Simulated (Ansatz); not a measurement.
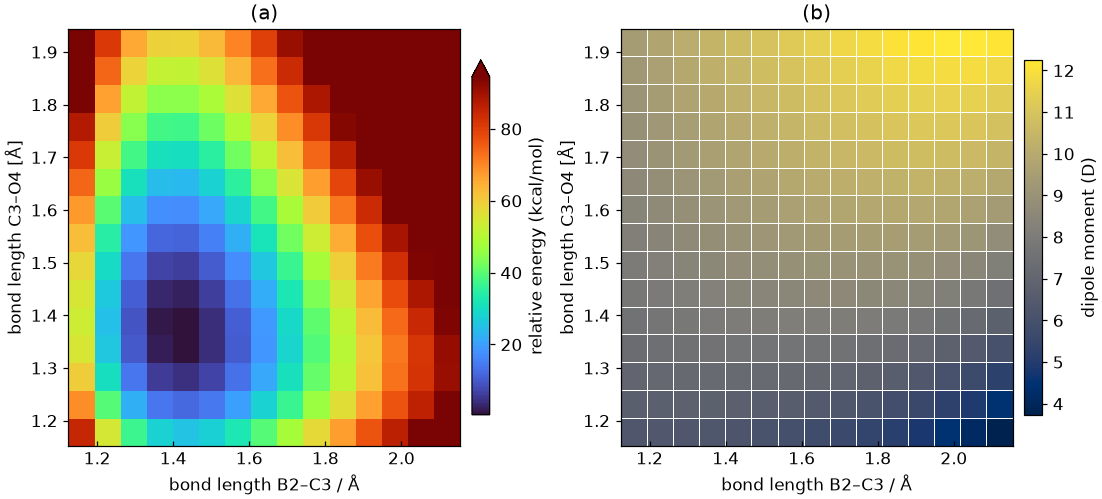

CH2BLiO, SMILES [Li][B]=CO. 
- The first coordinate is: bond length B2–C3; the second: bond length C3–O4.
- Nothing is relaxed (all other coordinates rigid).
- The scan uses a 15 × 15 grid.
- Energies are in kcal/mol, from the relaxed molecule at the same level.
- The reference is spin-restricted, which grows unreliable where a bond is stretched far.
- Computed with RHF/def2-TZVP (Ansatz).

Panel (a) is the energy and panel (b) the computed dipole moment on the same grid.

In the figure: one coloured cell a grid point, one colour for all values above the top of the scale.

Q: How does the dipole moment vary over the map, and what is it at the lowest grid point?

A: Leaving out the highest fifth of the energies, it runs from 4.5 D at bond length B2–C3 = 1.983 Å, bond length C3–O4 = 1.178 Å to 11.7 D at bond length B2–C3 = 1.708 Å, bond length C3–O4 = 1.918 Å. At the lowest grid point, bond length B2–C3 = 1.434 Å, bond length C3–O4 = 1.390 Å, it is 8.0 D.

```csv
"bond length C3–O4 ↓, bond length B2–C3 →",1.159,1.228,1.296,1.365,1.434,1.502,1.571,1.639,1.708,1.777,1.845,1.914,1.983,2.051,2.120
1.918,9.4,9.8,10.1,10.4,10.7,11.0,11.2,11.5,11.7,11.9,12.0,12.2,12.2,12.3,12.2
1.865,9.2,9.6,9.9,10.2,10.5,10.7,11.0,11.2,11.4,11.6,11.7,11.8,11.9,11.9,11.7
1.812,9.1,9.4,9.7,10.0,10.3,10.5,10.7,10.9,11.1,11.3,11.4,11.5,11.5,11.5,11.3
1.759,8.9,9.2,9.5,9.8,10.0,10.2,10.5,10.6,10.8,10.9,11.0,11.1,11.1,11.1,10.9
1.707,8.7,9.0,9.3,9.6,9.8,10.0,10.2,10.3,10.5,10.6,10.7,10.7,10.7,10.6,10.4
1.654,8.6,8.8,9.1,9.3,9.5,9.7,9.9,10.0,10.2,10.3,10.3,10.3,10.3,10.2,9.9
1.601,8.4,8.6,8.9,9.1,9.3,9.4,9.6,9.7,9.8,9.9,9.9,9.9,9.8,9.6,9.4
1.548,8.2,8.4,8.6,8.8,9.0,9.1,9.3,9.4,9.4,9.5,9.5,9.4,9.3,9.1,8.8
1.495,8.0,8.2,8.4,8.6,8.7,8.8,8.9,9.0,9.0,9.0,9.0,8.9,8.7,8.5,8.1
1.442,7.8,8.0,8.1,8.3,8.4,8.5,8.5,8.6,8.6,8.5,8.5,8.3,8.1,7.9,7.5
1.390,7.5,7.7,7.8,7.9,8.0,8.1,8.1,8.1,8.1,8.0,7.9,7.7,7.5,7.2,6.8
1.337,7.3,7.4,7.5,7.6,7.6,7.7,7.6,7.6,7.5,7.4,7.3,7.1,6.8,6.4,6.0
1.284,7.0,7.1,7.2,7.2,7.2,7.2,7.1,7.1,6.9,6.8,6.6,6.3,6.0,5.7,5.2
1.231,6.7,6.7,6.8,6.8,6.7,6.7,6.6,6.4,6.3,6.1,5.9,5.6,5.3,4.9,4.5
1.178,6.3,6.3,6.3,6.3,6.2,6.1,6.0,5.8,5.6,5.4,5.1,4.8,4.5,4.1,3.7
```
